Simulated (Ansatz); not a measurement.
**Run report: Si2H6O, molecular dynamics (part 4 of 4)**

Continued. System: Si2H6O. Method: RHF/def2-SVP (Ansatz 0.2.0). It belongs to a series of runs on one base structure; here: dynamics from the start.

Geometry of the input (Å):
```
Si 0.0886  -0.1187  0.0478
H  0.1474  -0.0097  1.5216
H  1.3409  0.4171  -0.5272
O  -1.1889  0.7301  -0.5225
Si -2.5487  1.4486  -1.0817
H  -3.7108  1.0437  -0.2603
H  -2.3990  2.9178  -1.0164
H  -2.7901  1.0482  -2.4851
H  -0.0430  -1.5443  -0.3243
```

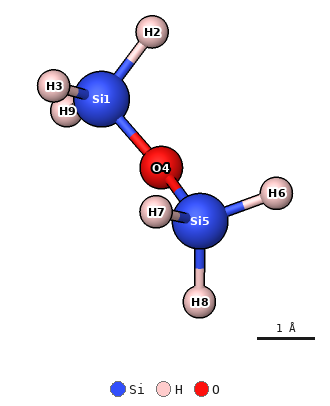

*The geometry at step 138 of the log (ball-and-stick view, seen at a tilt; atoms are numbered from 1 in the order of the input).*

Trajectory as extended XYZ, continued
```
9
Properties=species:S:1:pos:R:3:forces:R:3 step=106 time_fs=53.0 energy=-17851.81102 temperature=182.5
Si    0.0867   -0.0246    0.0626    0.6114  -2.2390  -0.7053
H     0.2059   -0.2595    1.5312   -0.4941   0.4331  -0.2265
H     1.1685    0.7764   -0.4230    0.6304   1.1143   0.0056
O    -1.3341    0.4470   -0.5813   -0.3116   0.0268   0.7588
Si   -2.4880    1.4812   -1.0565   -0.1962   1.7857  -1.6940
H    -3.6277    1.6375   -0.1603   -0.1896  -0.3604   0.4679
H    -1.8926    2.9000   -1.1693   -0.2557  -0.9586   0.0547
H    -3.0369    1.1215   -2.4384    0.4278   0.0058   0.8750
H     0.3949   -1.3385   -0.6122   -0.2225   0.1923   0.4637
9
Properties=species:S:1:pos:R:3:forces:R:3 step=109 time_fs=54.5 energy=-17851.80782 temperature=180.8
Si    0.0887   -0.0231    0.0634    0.1470  -2.2232  -0.5280
H     0.1857   -0.2572    1.5354   -0.4286   0.4145  -0.2813
H     1.1498    0.7684   -0.4285    0.9875   1.4673  -0.0749
O    -1.3384    0.4371   -0.5807   -0.3924   0.1096   0.6776
Si   -2.4883    1.4843   -1.0581    0.0613   1.5097  -1.4086
H    -3.6087    1.6475   -0.1440   -0.2769  -0.3420   0.4696
H    -1.8822    2.8862   -1.1690   -0.2029  -0.7876   0.0201
H    -3.0387    1.1278   -2.4270    0.3413  -0.0347   0.7138
H     0.4260   -1.3071   -0.6235   -0.2363  -0.1135   0.4118
9
Properties=species:S:1:pos:R:3:forces:R:3 step=113 time_fs=56.5 energy=-17851.91883 temperature=305.4
Si    0.0915   -0.0238    0.0637    0.2363  -1.2705  -0.7466
H     0.1447   -0.2405    1.5321   -0.2897   0.3335  -0.1643
H     1.1556    0.8053   -0.4373    0.5227   1.1152   0.1986
O    -1.3449    0.4241   -0.5785   -0.3982   0.1757   0.5409
Si   -2.4885    1.4903   -1.0619    0.1637   0.7941  -0.3411
H    -3.5919    1.6495   -0.1073   -0.1455  -0.3078   0.2350
H    -1.8742    2.8436   -1.1680    0.0336  -0.1210  -0.0517
H    -3.0307    1.1345   -2.3900    0.0321  -0.1832   0.0766
H     0.4601   -1.2701   -0.6254   -0.1552  -0.5359   0.2527
9
Properties=species:S:1:pos:R:3:forces:R:3 step=117 time_fs=58.5 energy=-17851.96485 temperature=361.1
Si    0.0948   -0.0261    0.0629    0.6271   0.0420  -1.2022
H     0.0924   -0.2109    1.5228   -0.1255   0.2094   0.0711
H     1.1802    0.8836   -0.4382   -0.3752   0.2395   0.5944
O    -1.3524    0.4114   -0.5750   -0.2988   0.2033   0.3708
Si   -2.4886    1.4975   -1.0661    0.1051  -0.1194   1.0109
H    -3.5802    1.6398   -0.0618    0.1056  -0.2391  -0.1391
H    -1.8646    2.7967   -1.1692    0.3535   0.7384  -0.1316
H    -3.0217    1.1341   -2.3503   -0.3512  -0.3547  -0.7017
H     0.4885   -1.2526   -0.6175   -0.0408  -0.7194   0.1275
9
Properties=species:S:1:pos:R:3:forces:R:3 step=120 time_fs=60.0 energy=-17851.94929 temperature=348.3
Si    0.0977   -0.0280    0.0613    0.7332   0.7218  -1.4051
H     0.0493   -0.1831    1.5170   -0.0032   0.1076   0.2001
H     1.1916    0.9508   -0.4249   -0.8326  -0.3511   0.7336
O    -1.3586    0.4022   -0.5717   -0.1881   0.2192   0.2154
Si   -2.4885    1.5028   -1.0685    0.0913  -0.6384   1.6041
H    -3.5694    1.6263   -0.0301    0.2362  -0.1515  -0.3788
H    -1.8493    2.7776   -1.1731    0.4501   1.0621  -0.1694
H    -3.0227    1.1254   -2.3358   -0.4858  -0.3702  -0.9297
H     0.5087   -1.2570   -0.6079   -0.0011  -0.5995   0.1299
9
Properties=species:S:1:pos:R:3:forces:R:3 step=124 time_fs=62.0 energy=-17851.98658 temperature=394.5
Si    0.1026   -0.0296    0.0575    0.5375   1.0560  -1.2782
H    -0.0080   -0.1425    1.5158    0.1532  -0.0274   0.1741
H     1.1788    1.0281   -0.3828   -0.9959  -0.8222   0.6609
O    -1.3673    0.3903   -0.5669   -0.0390   0.2550  -0.0292
Si   -2.4883    1.5092   -1.0698    0.2681  -0.8315   1.3906
H    -3.5471    1.6037   -0.0006    0.2336   0.0038  -0.5182
H    -1.8147    2.7859   -1.1840    0.1850   0.6871  -0.1578
H    -3.0396    1.1022   -2.3457   -0.3107  -0.1367  -0.4719
H     0.5355   -1.2816   -0.5903   -0.0318  -0.1841   0.2296
9
Properties=species:S:1:pos:R:3:forces:R:3 step=127 time_fs=63.5 energy=-17852.01974 temperature=435.5
Si    0.1067   -0.0298    0.0534    0.1364   0.9785  -0.8644
H    -0.0478   -0.1123    1.5192    0.2639  -0.1316   0.0242
H     1.1446    1.0670   -0.3343   -0.8023  -0.8843   0.4483
O    -1.3739    0.3817   -0.5633    0.0606   0.2919  -0.2290
Si   -2.4879    1.5133   -1.0695    0.5563  -0.7519   0.7571
H    -3.5244    1.5863    0.0091    0.0854   0.1317  -0.4516
H    -1.7835    2.8102   -1.1962   -0.1845   0.0689  -0.1090
H    -3.0605    1.0808   -2.3659   -0.0364   0.1352   0.1305
H     0.5550   -1.3057   -0.5715   -0.0794   0.1615   0.2938
9
Properties=species:S:1:pos:R:3:forces:R:3 step=131 time_fs=65.5 energy=-17851.98045 temperature=398.9
Si    0.1124   -0.0291    0.0470   -0.7570   0.5540  -0.0341
H    -0.0921   -0.0766    1.5239    0.3828  -0.2767  -0.1887
H     1.0739    1.0909   -0.2556   -0.1511  -0.4986   0.0181
O    -1.3826    0.3707   -0.5589    0.1838   0.3366  -0.4867
Si   -2.4867    1.5179   -1.0683    1.0103  -0.6856  -0.0916
H    -3.4923    1.5679    0.0080   -0.2477   0.2871  -0.1691
H    -1.7488    2.8432   -1.2160   -0.5778  -0.6029  -0.0292
H    -3.0889    1.0573   -2.3872    0.2638   0.4188   0.7118
H     0.5784   -1.3318   -0.5365   -0.1072   0.4673   0.2695
9
Properties=species:S:1:pos:R:3:forces:R:3 step=134 time_fs=67.0 energy=-17851.89977 temperature=314.5
Si    0.1160   -0.0280    0.0421   -1.6061   0.0839   0.6186
H    -0.1161   -0.0563    1.5232    0.4302  -0.3789  -0.2545
H     1.0155    1.0957   -0.1947    0.5272   0.1053  -0.3333
O    -1.3890    0.3630   -0.5564    0.2797   0.3537  -0.6503
Si   -2.4848    1.5207   -1.0675    1.2590  -0.7437  -0.4579
H    -3.4734    1.5609    0.0022   -0.4870   0.3728   0.0803
H    -1.7362    2.8547   -1.2319   -0.6852  -0.8060   0.0192
H    -3.1045    1.0494   -2.3869    0.3570   0.5001   0.8269
H     0.5935   -1.3406   -0.5033   -0.0749   0.5127   0.1509
9
Properties=species:S:1:pos:R:3:forces:R:3 step=138 time_fs=69.0 energy=-17851.81846 temperature=229.5
Si    0.1188   -0.0264    0.0363   -2.4697  -0.2235   1.2478
H    -0.1340   -0.0420    1.5142    0.4234  -0.4746  -0.1675
H     0.9566    1.1080   -0.1250    1.1766   0.7738  -0.6546
O    -1.3968    0.3534   -0.5544    0.4214   0.3475  -0.7997
Si   -2.4809    1.5236   -1.0668    1.2518  -0.9496  -0.3237
H    -3.4647    1.5641   -0.0025   -0.5739   0.4261   0.2314
H    -1.7416    2.8438   -1.2526   -0.5417  -0.6292   0.0467
H    -3.1138    1.0552   -2.3598    0.2720   0.4054   0.5323
H     0.6117   -1.3360   -0.4545    0.0400   0.3241  -0.1126
9
Properties=species:S:1:pos:R:3:forces:R:3 step=141 time_fs=70.5 energy=-17851.82223 temperature=236.1
Si    0.1188   -0.0254    0.0330   -2.5318   0.2104   1.4553
H    -0.1369   -0.0429    1.5030    0.3733  -0.4947  -0.0053
H     0.9397    1.1346   -0.0880    1.1075   0.6478  -0.7282
O    -1.4021    0.3466   -0.5541    0.5331   0.3264  -0.8474
Si   -2.4768    1.5249   -1.0666    0.9425  -1.1825   0.2772
H    -3.4721    1.5771   -0.0008   -0.4010   0.4126   0.1360
H    -1.7596    2.8196   -1.2671   -0.2314  -0.1827   0.0286
H    -3.1139    1.0699   -2.3255    0.0566   0.1935   0.0247
H     0.6262   -1.3239   -0.4199    0.1511   0.0693  -0.3409
9
Properties=species:S:1:pos:R:3:forces:R:3 step=145 time_fs=72.5 energy=-17851.81768 temperature=235.3
Si    0.1159   -0.0237    0.0303   -1.9318   1.2718   1.4651
H    -0.1285   -0.0605    1.4885    0.2732  -0.4410   0.2281
H     0.9518    1.1888   -0.0625    0.4556  -0.2026  -0.6899
O    -1.4081    0.3383   -0.5556    0.6620   0.2944  -0.8237
Si   -2.4702    1.5253   -1.0658    0.2817  -1.5028   1.3182
H    -3.4942    1.6081    0.0052    0.0114   0.3234  -0.1360
H    -1.7897    2.7835   -1.2858    0.3155   0.6079  -0.0365
H    -3.1134    1.0950   -2.2810   -0.3064  -0.1623  -0.7405
H     0.6510   -1.3061   -0.3856    0.2389  -0.1887  -0.5848
9
Properties=species:S:1:pos:R:3:forces:R:3 step=148 time_fs=74.0 energy=-17851.79117 temperature=209.7
Si    0.1118   -0.0213    0.0296   -1.2860   1.7489   1.3588
H    -0.1151   -0.0851    1.4827    0.1921  -0.3520   0.3233
H     0.9740    1.2268   -0.0607   -0.0646  -0.8131  -0.6111
O    -1.4116    0.3325   -0.5580    0.7171   0.2789  -0.7493
Si   -2.4649    1.5242   -1.0642   -0.2255  -1.5428   1.6990
H    -3.5116    1.6399    0.0070    0.3030   0.2163  -0.3013
H    -1.8059    2.7695   -1.3008    0.6011   0.9578  -0.0646
H    -3.1197    1.1108   -2.2640   -0.4264  -0.3264  -0.9904
H     0.6754   -1.2967   -0.3738    0.1893  -0.1678  -0.6643
9
Properties=species:S:1:pos:R:3:forces:R:3 step=152 time_fs=76.0 energy=-17851.83742 temperature=264.9
Si    0.1050   -0.0160    0.0302   -0.4404   1.6005   1.1813
H    -0.0908   -0.1294    1.4855    0.0936  -0.1944   0.2503
H     1.0006    1.2498   -0.0784   -0.5061  -1.1799  -0.4630
O    -1.4147    0.3252   -0.5627    0.7076   0.2742  -0.5935
Si   -2.4581    1.5209   -1.0600   -0.7024  -1.0312   1.1538
H    -3.5243    1.6894   -0.0008    0.5138   0.0551  -0.3422
H    -1.8079    2.7812   -1.3227    0.5565   0.6298   0.0166
H    -3.1415    1.1214   -2.2725   -0.1819  -0.2801  -0.5825
H     0.7139   -1.2885   -0.3799   -0.0407   0.1258  -0.6208
9
Properties=species:S:1:pos:R:3:forces:R:3 step=155 time_fs=77.5 energy=-17851.90772 temperature=346.6
Si    0.0993   -0.0106    0.0318    0.0621   1.0485   1.0646
H    -0.0699   -0.1682    1.4939    0.0287  -0.0594   0.0651
H     1.0091    1.2385   -0.1038   -0.6013  -1.0805  -0.3345
O    -1.4160    0.3201   -0.5673    0.6361   0.2781  -0.4471
Si   -2.4536    1.5175   -1.0557   -0.8287  -0.3644   0.2256
H    -3.5215    1.7286   -0.0150    0.4950  -0.0503  -0.2157
H    -1.7954    2.8066   -1.3390    0.3040  -0.0119   0.1442
H    -3.1630    1.1223   -2.2945    0.1675  -0.1369   0.0111
H     0.7424   -1.2798   -0.4003   -0.2634   0.3769  -0.5132
9
Properties=species:S:1:pos:R:3:forces:R:3 step=159 time_fs=79.5 energy=-17851.95190 temperature=403.0
Si    0.0917   -0.0021    0.0352    0.3691  -0.0125   0.9082
H    -0.0410   -0.2218    1.5066   -0.0489   0.1252  -0.2135
H     1.0012    1.1891   -0.1488   -0.3735  -0.4517  -0.1784
O    -1.4164    0.3139   -0.5744    0.4721   0.2840  -0.2285
Si   -2.4484    1.5126   -1.0498   -0.6844   0.4054  -0.9940
H    -3.5020    1.7795   -0.0404    0.2486  -0.1346   0.1257
H    -1.7693    2.8381   -1.3556   -0.0126  -0.7551   0.2843
H    -3.1854    1.1194   -2.3220    0.5271   0.0177   0.6343
H     0.7713   -1.2551   -0.4445   -0.4975   0.5216  -0.3380
9
Properties=species:S:1:pos:R:3:forces:R:3 step=162 time_fs=81.0 energy=-17851.94127 temperature=397.6
Si    0.0863    0.0043    0.0386    0.2676  -0.8901   0.7584
H    -0.0202   -0.2597    1.5115   -0.0978   0.2482  -0.3403
H     0.9855    1.1392   -0.1876    0.0438   0.3172  -0.1049
O    -1.4159    0.3097   -0.5801    0.3175   0.2826  -0.0546
Si   -2.4452    1.5091   -1.0462   -0.4243   0.7152  -1.5856
H    -3.4805    1.8148   -0.0571   -0.0170  -0.1536   0.4225
H    -1.7491    2.8448   -1.3614   -0.1265  -1.0009   0.3174
H    -3.1899    1.1172   -2.3284    0.6074   0.0559   0.8072
H     0.7812   -1.2238   -0.4868   -0.5708   0.4254  -0.2201
9
Properties=species:S:1:pos:R:3:forces:R:3 step=166 time_fs=83.0 energy=-17851.91862 temperature=380.8
Si    0.0794    0.0119    0.0441   -0.0135  -1.6648   0.4274
H     0.0044   -0.3019    1.5069   -0.1417   0.3568  -0.3122
H     0.9676    1.0855   -0.2434    0.5750   1.2273  -0.0296
O    -1.4146    0.3046   -0.5879    0.1025   0.2618   0.1841
Si   -2.4413    1.5053   -1.0432   -0.1038   0.7889  -1.6571
H    -3.4528    1.8570   -0.0648   -0.2500  -0.1746   0.6516
H    -1.7259    2.8208   -1.3589   -0.0816  -0.8567   0.2505
H    -3.1763    1.1159   -2.3107    0.4262  -0.0083   0.5983
H     0.7756   -1.1686   -0.5509   -0.5132   0.0697  -0.1130
```

Results in brief

| quantity | value |
| --- | --- |
| outcome | finished |
| mean temperature over the second half | 318 K |
| trajectory | 166 steps, 83 fs |
| ensemble | nvt_nose_hoover |
| temperature in the input | 500.0 K |
| time step | 0.5 fs |
| potential energy (last step) | −17851.9186 eV |
| mean-field energy (last step) | −17851.9186 eV |
| largest force (length of the vector) (last step) | 1.838 eV/Å |
| hardware | 1 thread of Arm Neoverse V2, 24 GiB of memory available, shared host |
| wall time | 2.2 min |
| peak memory | 0.13 GiB |

Notes

So short a trajectory is not equilibrated. The temperature stays far from the 500 K of the thermostat over the second half: the run isn't equilibrated.
